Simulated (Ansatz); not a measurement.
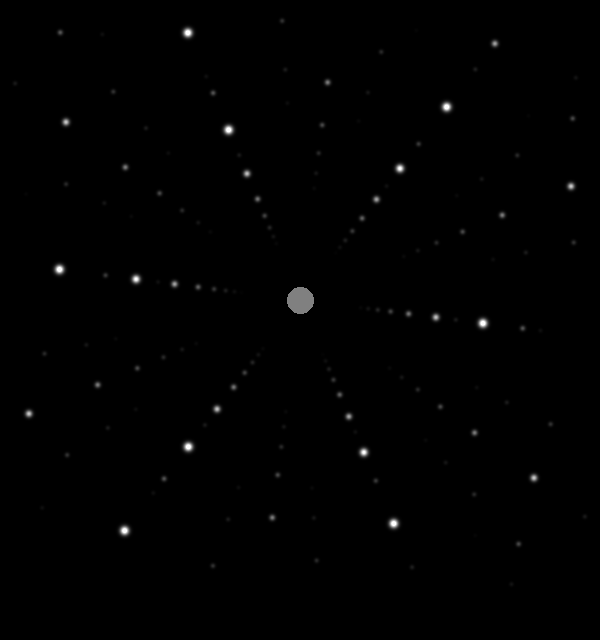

Simulated back-reflection Laue pattern (white X-rays, 0.45 to 2.2 Å, flat plate covering ±45° about the beam, kinematic intensities, seen from the source).

**Which symmetry elements lie along the beam?**

3m: a threefold axis with three mirror lines.

The crystal is Pd, space group Fm-3m (No. 225), a = 3.84 Å. Structure: the input geometry of an electronic-structure calculation (not necessarily at equilibrium).

**Which direction points towards the source?**

[111] or one equivalent to it by a rotation of the Laue group. In Laue class m-3m no other family of directions with a member of indices 0 and ±1 has this symmetry.
